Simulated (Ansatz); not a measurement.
ScPt3 (Cu3Au type), conventional cell a = b = c = 3.978 Å, α = β = γ = 90.00°. The calculation uses the primitive cell of 4 atoms, to which meshes and values per cell refer.

E(V) scan at fixed shape, V₀ the volume above. Symmetry pins the atoms to their sites.

Calculation: r2SCAN (plane waves to 500 eV, PAW, scalar-relativistic; Ansatz, a quantum-chemistry and plane-wave program). k mesh 12×12×12 (Γ-centred), Fermi-Dirac smearing 0.05 eV. E stands for the smeared free energy. ScPt3 is run without spin polarisation. ScPt3 was relaxed with its symmetry unable to fall. Spin-orbit coupling is left out, though Pt is heavy. ΔE is measured from the relaxed starting cell.

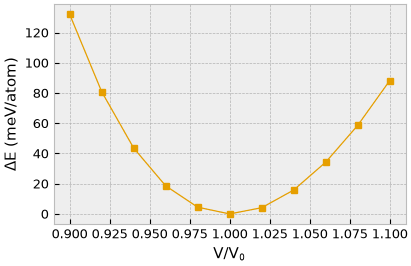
Figure: ΔE (meV/atom) against V/V₀; computed points joined by lines.

Question: What is ΔE at V/V₀ = 1.100?

Answer: About 88 meV/atom.

Question: What is ΔE at V/V₀ = 0.900?

Answer: About 130 meV/atom.

Question: What bulk modulus B₀ follows from a third-order Birch-Murnaghan fit?

Answer: About 220 GPa.

(Under strain, the slope of the energy per volume gives the stress and its curvature an elastic modulus.)
